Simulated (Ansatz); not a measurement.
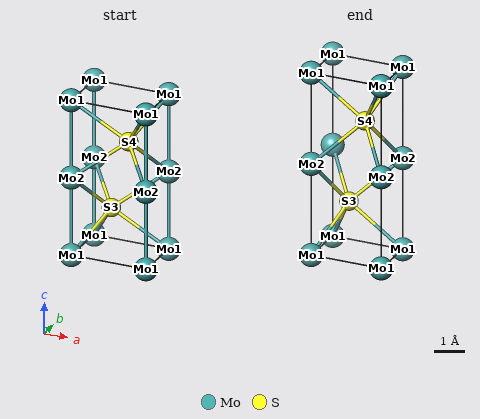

The structure of crystalline MoS (built on the nickel arsenide type) (coarse preliminary run) before (left) and after (right) a relaxation, at one scale.

Style: ball-and-stick. Shown: the cell of the calculation, slightly off an axis.

Computed with DFT PBEsol, scalar-relativistic, plane waves, PAW in Ansatz. Set-up: plane-wave cutoff 420 eV; k-point mesh 6 × 6 × 4; occupations gaussian; smearing width 0.1 eV; collinear spin; cell and atoms relaxed; force threshold 0.05 eV/Å; at most 80 steps.

Describe what moved and what it gained.

The atoms keep their places relative to the cell (all moves are under 0.005 Å). The volume changes by +3.6 %, with a = b 3.440 → 3.227 Å (−6.2 %), c 5.332 → 6.279 Å (+17.8 %). Near-neighbour distances that change, for instance: Mo1–Mo2 2.666 → 3.140 Å, Mo1–S3 2.392 → 2.436 Å. Bond angles that change, for instance: Mo1–S3–Mo2 67.7° → 80.2°, S3–Mo1–S4 88.0° → 97.1°, S3–Mo1–S3 92.0° → 82.9°. The space group stays P6_3/mmc (No. 194). Over 6 accepted moves (8 points after the start) the energy falls by 294 meV per atom. All forces vanish by symmetry, so only the cell relaxes. Pressure: 21.98 GPa at the start and 0.09 GPa at the end. At 2 points the geometry stayed and the basis and grid were re-selected for the new cell (energy shift of 2.3 meV per atom at most each time). The program noted that the starting moments weren't kept.
